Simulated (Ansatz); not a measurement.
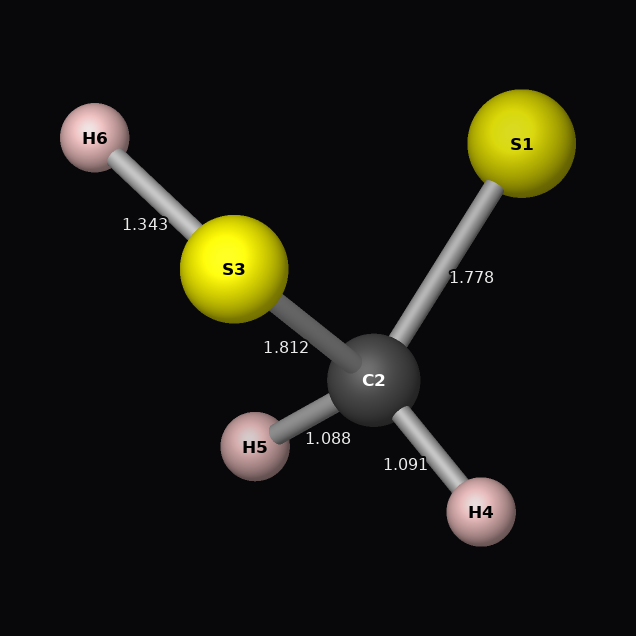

Bond lengths are marked in Å; every bond is drawn as one stick. State: neutral, doublet. The geometry was computed by an optimisation with PBE0-D4/def2-TZVP. No frequency run is at hand to confirm it as a minimum.

Which of the marked bonds are single, double, triple or aromatic?

S1–C2 single; C2–S3 single; C2–H4 single; C2–H5 single; S3–H6 single. This is one Lewis structure.

Write the SMILES.

[S]CS
